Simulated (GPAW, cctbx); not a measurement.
# How far are the atoms of RePd3 from free atoms?

Aim: compute the bonding part of the density of RePd3, find which reflections carry it, and see how it biases an ordinary refinement.

The cell comes from substitution in a known structure type and wasn't matched to any measured phase. All numbers below are calculated.

**1. Find the equilibrium geometry**

The density hangs on the geometry, so cell and atoms are relaxed first, with the symmetry held. The cutoff is set higher than for the density because stress converges slowly with plane waves.

Settings: GPAW 26.7.0, PBE, 570 eV, 7×7×7 k-points, Fermi–Dirac width 0.1 eV, BFGS to 0.03 eV/Å.

```text
cell
1.0
     2.053000000    2.053000000   -2.879000000
    -2.053000000    2.053000000    2.879000000
     2.053000000   -2.053000000    2.879000000
Re Pd
1 3
Direct
0.000000000 0.000000000 0.000000000
0.000000000 0.500000000 0.500000000
0.500000000 0.250000000 0.750000000
0.500000000 0.750000000 0.250000000
```

```console
$ OMP_NUM_THREADS=1 mpirun -n 4 gpaw python run.py > gpaw.log
```

```text
BFGS:    0      -19.379124        6.662253
BFGS:    1      -20.886220        4.087833
BFGS:    2      -21.957672        0.940069
BFGS:    3      -22.027905        0.211957
...
BFGS:   14      -22.208687        0.057137
BFGS:   15      -22.208807        0.040932
BFGS:   16      -22.208916        0.004637
cell  4.3128 4.3128 4.3128  100.88 113.93 113.93
volume 60.737 A^3, largest force 0.000 eV/A, largest stress 0.05 GPa
```

The cell moved far, while the k-mesh and basis were chosen for the start, so the final shape may be somewhat biased.

After 16 steps the volume has changed by +25.1 % and the energy by -2.830 eV; the largest stress left is 0.05 GPa. It took 3.8 min on 4 cores of Intel(R) Xeon(R) Platinum 8488C (Sapphire Rapids) (shared host), peak memory 1.1 GiB.

Relaxed structure: I4/mmm (no. 139), a = 4.7024 Å, b = 4.7024 Å, c = 5.4933 Å, α = 90.00°, β = 90.00°, γ = 90.00°.

```csv
atom,mult.,x,y,z
Re1,2,0,0,0
Pd1,2,0,0,1/2
Pd2,4,0,1/2,3/4
```

**2. The all-electron density**

X-rays see the whole electron density, so the PAW density is rebuilt with its core regions. Subtracting spherical free atoms from the same code cancels the cores and leaves the deformation density Δρ, the part due to bonding.

Settings: PBE, 450 eV, 7×7×7 k-points, Fermi–Dirac width 0.1 eV; primitive cell of 4 atoms.

```console
$ OMP_NUM_THREADS=1 mpirun -n 4 gpaw python run.py > gpaw.log
```

```text
|iter:   1|       0s |  -31.081966 | +0.33 |       |
|iter:   2|       1s |  -25.842844 | -1.17 | -0.78 |
|iter:   3|       2s |  -22.820837 | -1.02 | -0.95 |
...
|iter:  11|       9s |  -22.093960c| -6.51 | -4.69c|
|iter:  12|      10s |  -22.093961c| -7.21 | -5.12c|
|iter:  13|      11s |  -22.093961c| -7.62c| -5.76c|
```

```text
grid (48, 48, 48)  electrons 213.000  moved by bonding 1.618 e
deformation density beyond 0.5 A of the nuclei: max 0.079, min -0.422 e/A^3
atom        x       y       z   Voronoi charge  moment
Re1    0.0000  0.0000  0.0000     -0.194       0.00
Pd2    0.0000  0.5000  0.5000      0.051       0.00
Pd3    0.5000  0.2500  0.7500      0.071       0.00
Pd4    0.5000  0.7500  0.2500      0.071       0.00
mean inner potential of superposed free atoms 28.310 V
total magnetic moment 0.000 muB
```

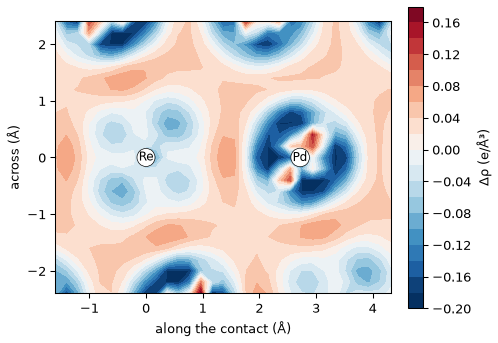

Deformation density in a plane through the shortest contact of the Re atom at the origin; red gains electrons, blue loses them.

Re gains most (-0.19 e) and Pd loses most (+0.06 e), in averages over each element's sites, which isn't the order of electronegativity: valence and coordination count too, and Voronoi cells cut space at the midplane whatever the atoms' sizes. Along the shortest contact from the Re atom at the map's origin, Re–Pd at 2.72 Å, Δρ is +0.08 e/Å³ at the midpoint: a modest build-up. At the midpoints of other shortest contacts it is +0.04 (Pd–Pd, 2.72 Å) e/Å³. Point values carry grid noise of about 0.01 e/Å³. The run needed 13 iterations, 21 s.

**3. Structure factors**

The Fourier components of Δρ, added to those of the free atoms, give the static X-ray structure factors; the Mott–Bethe relation turns them into the Fourier components V of the potential that fast electrons feel.

```text
static structure factors of the conventional cell: F in electrons, V (Mott-Bethe) in volts
   h  k  l      d  |F| table  |F| free   |F| DFT   change   |V| free  |V| DFT  change %
   1  0  1  3.5723    53.819    53.992    54.461    0.470     1.930    1.704    -11.7
   1  1  0  3.3251    53.483    53.643    54.191    0.548     1.818    1.589    -12.6
   0  0  2  2.7466    52.589    52.668    52.985    0.317     1.518    1.427     -5.9
   2  0  0  2.3512   343.796   343.398   341.450   -1.947    17.231   17.637      2.4
   1  1  2  2.1176   331.975   331.627   329.853   -1.774    15.969   16.269      1.9
   2  1  1  1.9640    50.840    50.667    50.826    0.160     1.067    1.044     -2.2
   2  0  2  1.7862    50.157    49.938    50.169    0.231     0.971    0.943     -2.9
   1  0  3  1.7063    49.771    49.542    49.499   -0.043     0.929    0.934      0.5
   2  2  0  1.6625   301.486   301.262   300.551   -0.711    13.010   13.084      0.6
   3  0  1  1.5073    48.503    48.279    48.658    0.379     0.833    0.801     -3.9
   3  1  0  1.4870    48.342    48.122    48.321    0.199     0.824    0.808     -2.0
   2  2  2  1.4223    47.783    47.576    47.577    0.002     0.796    0.796     -0.0
   2  1  3  1.3810    47.385    47.187    47.227    0.040     0.778    0.775     -0.4
   0  0  4  1.3733   275.014   275.041   275.440    0.399    10.743   10.715     -0.3
```

The largest X-ray change is -1.95 e on 200, 0.6 % of |F|. For electrons V goes as (Z − F)/g², so a change of F counts against Z − F, which is small at low angle and wherever the atoms' terms cancel: |V| of 110 moves by -12.6 % (1.82 to 1.59 V) against +1.0 % in |F|. The tabulated Hartree–Fock atoms differ from the free DFT atoms by up to 0.40 e, so the choice of reference atom matters too.

**4. Convergence**

Cutoff and k-mesh: one is changed at a time, to find what the result needs.

| run | ΔF 200 (e) | ΔF 112 (e) | ΔF 220 (e) | q(Re) (e) | moved (e) | time |
| --- | --- | --- | --- | --- | --- | --- |
| 450 eV 7×7×7 | -1.947 | -1.774 | -0.711 | -0.194 | 1.618 | 21 s |
| 250 eV 7×7×7 | -2.011 | -1.830 | -0.703 | -0.194 | 1.757 | 9.5 s |
| 350 eV 7×7×7 | -1.958 | -1.786 | -0.709 | -0.196 | 1.635 | 14 s |
| 750 eV 7×7×7 | -1.949 | -1.773 | -0.709 | -0.193 | 1.622 | 32 s |
| 450 eV 2×2×2 | -2.012 | -1.698 | -0.640 | -0.188 | 1.617 | 10 s |
| 450 eV 4×4×4 | -1.964 | -1.759 | -0.727 | -0.194 | 1.615 | 14 s |

Within 0.04 e of the base on all three: 450 eV 4×4×4, 350 eV 7×7×7 and 750 eV 7×7×7. The largest error, 0.076 e, comes with 450 eV 2×2×2. Times are from shared hosts.

**5. Refining ordinary atoms against data with bonding**

Routine crystallography fits spherical atoms. To see the bias, intensities are simulated from tabulated atoms plus the DFT change ΔF, so that bonding alone can misfit (2042 reflections of the full sphere, merged to the counts below, to 0.5 Å, 1.5 % proportional noise plus counting noise, assumed isotropic U as listed, Δρ smeared by the mean U) and refined with cctbx over different ranges.

| range | data | R1 | GooF | U Re1 (true 0.0043) | U Pd1 (true 0.0052) | U Pd2 (true 0.0052) | largest shift (Å) | Δρ max, min (e/Å³) |
| --- | --- | --- | --- | --- | --- | --- | --- | --- |
| all data | 175 | 0.0036 | 0.93 | 0.0043 | 0.0052 | 0.0052 | 0.0000 | 0.37, -0.31 |
| low resolution, d > 0.84 | 44 | 0.0030 | 0.87 | 0.0043 | 0.0051 | 0.0051 | 0.0000 | 0.23, -0.26 |
| high order, d < 0.75 | 115 | 0.0040 | 0.93 | 0.0043 | 0.0052 | 0.0052 | 0.0000 | 0.32, -0.25 |
| occupancies free, d > 0.7 | 71 | 0.0028 | 0.87 | 0.0043 | 0.0052 | 0.0051 | 0.0000 | 0.24, -0.20 |

With all data GooF is 0.93, so at this noise the bonding hardly shows; the top residual peak, near noise level, lies 0.00 Å from Pd and 2.72 Å from Pd, on the atom. No U is off by more than 3 s.u. at low resolution. Symmetry fixes every coordinate, so the shifts are zero by construction. With Re1 held at 1 and the scale free, the other occupancies refine to Pd1 1.002(0.002) and Pd2 0.999(0.001), within three s.u. of full.

**6. Answer**

Bonding moves 1.62 e in the primitive cell of RePd3 and changes the structure factors of the conventional cell in the table above by at most 1.95 e (200, 0.6 %), and among reflections above 2 % of the strongest by up to 1.0 % (110). The shortest bond, Re–Pd, has Δρ = +0.08 e/Å³ at its midpoint. Within 0.04 e of the base on all three: 450 eV 4×4×4, 350 eV 7×7×7 and 750 eV 7×7×7. The largest error, 0.076 e, comes with 450 eV 2×2×2. With all data GooF is 0.93, so at this noise the bonding hardly shows. Limits: static density, frozen cores, no spin–orbit coupling.

[Outputs are excerpts: Python notices, other lines and further rows are left out; steps that failed or that the build refused (PBEsol, TPSS) are not shown.]

[Logs are printed without paths, hosts, clocks, repeated set-up lines and the standing remarks that a program may print on its own settings, such as how far it seeks lower states.]
